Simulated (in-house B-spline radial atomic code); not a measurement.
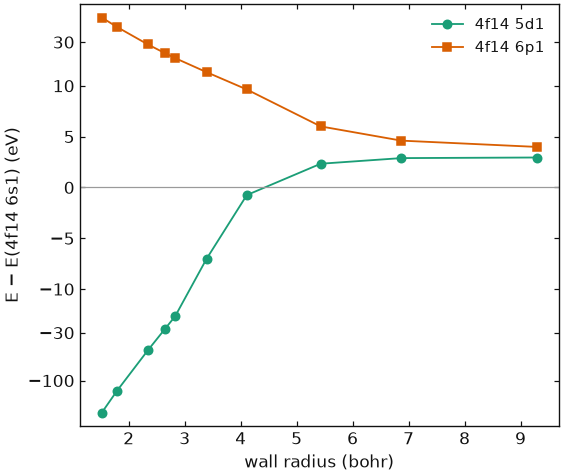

System: the Yb⁺ ion, configuration [Xe] 4f14 6s1. It is put inside a hard spherical wall of varying radius. Level of theory: Dirac-Coulomb LDA (Slater, VWN5), spherical fractional occupations, Fermi nucleus, hard spherical wall, basis-set limit. Computed with an in-house B-spline radial code. The plot shows the energy of other fillings against the starting one at the same radius, on a scale that is linear within ±10 eV and logarithmic beyond.

Q: Which of the fillings is lower at each radius?

A: Against 4f14 6s1: 4f14 5d1 lies 2.94 eV above it at 9.29 bohr and crosses it between 5.43 and 4.11 bohr, ending at −224.3 eV at 1.52 bohr; 4f14 6p1 lies 3.98 eV above it at 9.29 bohr and never crosses it, ending at 55.6 eV at 1.52 bohr. At the tightest wall the lowest of the fillings run is 4f14 5d1; others weren't tried.
